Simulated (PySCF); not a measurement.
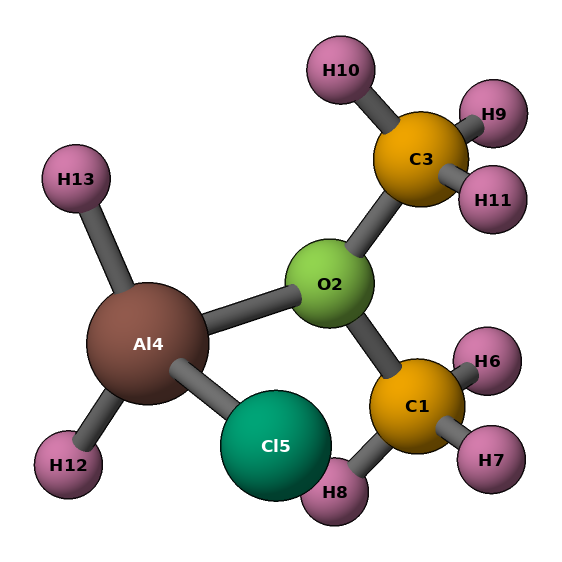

The geometry was computed by an optimisation with PBE0-D3(BJ)/def2-SVP. No frequency run is at hand to confirm it as a minimum. Properties computed with GIAO PBE0/pcSseg-2 NMR shielding, non-relativistic, gas phase (PySCF 2.14.0). Principal shieldings σ11 ≤ σ22 ≤ σ33, span Ω = σ33 − σ11, skew κ = 3(σiso − σ22)/Ω.

Give the shielding tensors of the Cl atoms.

```json
{"atom": "Cl5", "σ11": "896.5", "σ22": "1011.7", "σ33": "1062.8", "σiso": "990.3", "Ω": "166.4", "κ": "−0.38"}
```

Shieldings and span in ppm.
